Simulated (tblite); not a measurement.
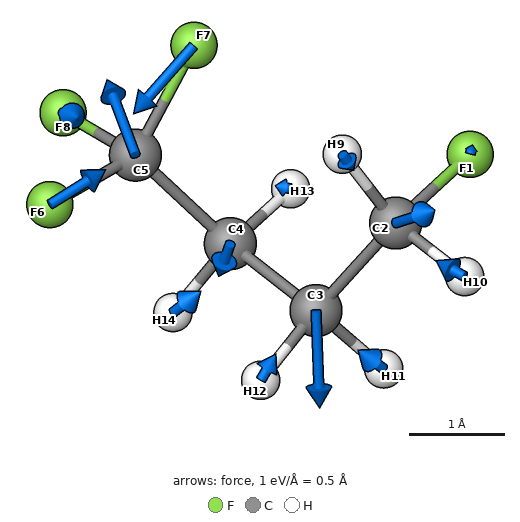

Starting geometry of C$_{4}$H$_{6}$F$_{4}$ with the computed forces as blue arrows. Style: ball-and-stick. Shown at a tilt.

Theory: GFN2-xTB geometry optimisation, gas phase (tblite 0.8.0). 

Is this structure relaxed? If not, where do the atoms go?

It isn't relaxed: the largest force vector, on C3, is 2.19 eV/Å. The final displacements have little in common with the starting forces (cosine between the two patterns 0.20). The largest move after the best rigid fit is that of F7, 0.49 Å. By element the largest moves are F 0.49 Å, H 0.42 Å, C 0.16 Å. Near-neighbour distances that change, for instance: C5–F8 1.402 → 1.342 Å, C5–F7 1.392 → 1.341 Å, C3–H11 1.129 → 1.091 Å, C2–C3 1.490 → 1.524 Å. Bond angles that change, for instance: F6–C5–F7 113.7° → 106.1°, C4–C5–F8 104.3° → 111.5°, C2–C3–H12 114.6° → 108.9°. Groups turn about C3–C4 by about 25°. Over 90 geometry steps the energy falls by 0.411 eV. The run took 0.72 s on 1 thread of Arm Neoverse N1, with other jobs on the host.
